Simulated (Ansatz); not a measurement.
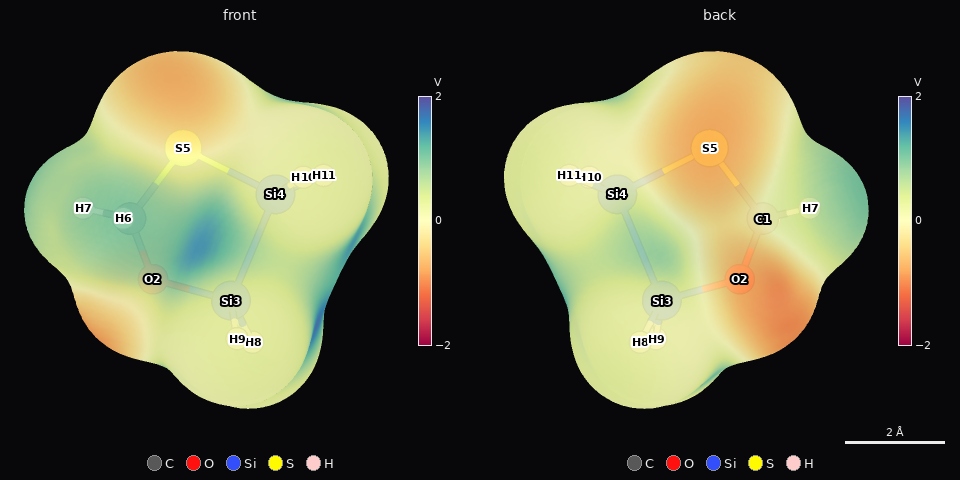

*CH₆OSSi₂ (SMILES C1O[SiH2][SiH2]S1). The electrostatic potential painted on the density surface at 0.002 e/bohr³, seen from the front and from behind; red is negative and blue positive.*

Geometry: PBE0-D4/def2-TZVP.

Computed with RKS PBE0-D4/def2-TZVPP in Ansatz 0.2.0.

| atom | x (Å) | y (Å) | z (Å) |
| --- | --- | --- | --- |
| C | -0.8061 | 1.4062 | 0.1949 |
| O | -0.9027 | 0.3635 | 1.1118 |
| Si | 0.1723 | -0.9039 | 1.0424 |
| Si | 0.7058 | -0.7491 | -1.2350 |
| S | -0.6627 | 0.8608 | -1.5653 |
| H | 0.0440 | 2.0565 | 0.4212 |
| H | -1.7254 | 1.9923 | 0.2295 |
| H | -0.5366 | -2.1246 | 1.4940 |
| H | 1.3369 | -0.6571 | 1.9370 |
| H | 2.1255 | -0.4047 | -1.5195 |
| H | 0.3144 | -1.8969 | -2.0906 |

### Describe the electrostatic potential map.

The most negative region (about −1.0 V, or −23 kcal/mol for a unit charge) lies over O2, the most positive (about +1.5 V, or +35 kcal/mol for a unit charge) over Si3.
